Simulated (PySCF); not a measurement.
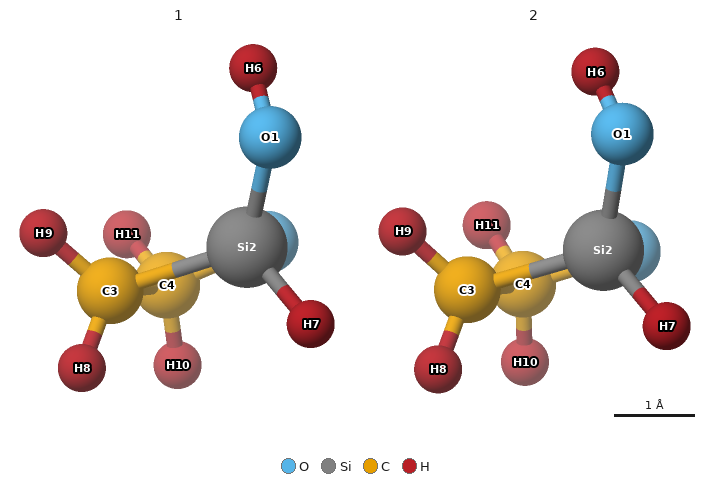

Two geometries of C2H6O2Si, drawn at one scale. One is the start of a relaxation, the other its converged end. A ball-and-stick model, seen from a free direction.

Computed with PBE0-D3(BJ)/def2-SVP geometry optimisation, gas phase in PySCF 2.14.0, density-fitted response routines. 

> Which of the two is the end point?

Structure 2 is the relaxed one. The start comes from GFN2-xTB. Its atoms were then displaced at random by about 0.01 Å. After 9 geometry steps the energy has fallen by 0.143 eV. The largest move after the best rigid fit is that of an H atom, 0.19 Å. By element the largest moves are H 0.19 Å, O 0.15 Å, C 0.05 Å, Si 0.04 Å. Near-neighbour distances that change, for instance: C–C 1.498 → 1.544 Å, C–Si 1.917 → 1.882 Å, C–O 1.410 → 1.440 Å, H–Si 1.454 → 1.483 Å. Bond angles that change, for instance: O–Si–C 125.2° → 120.8°, C–Si–O 78.6° → 80.9°, Si–O–H 119.0° → 116.8°. Cost: 38 s on 1 thread of Arm Neoverse V1 (shared host).
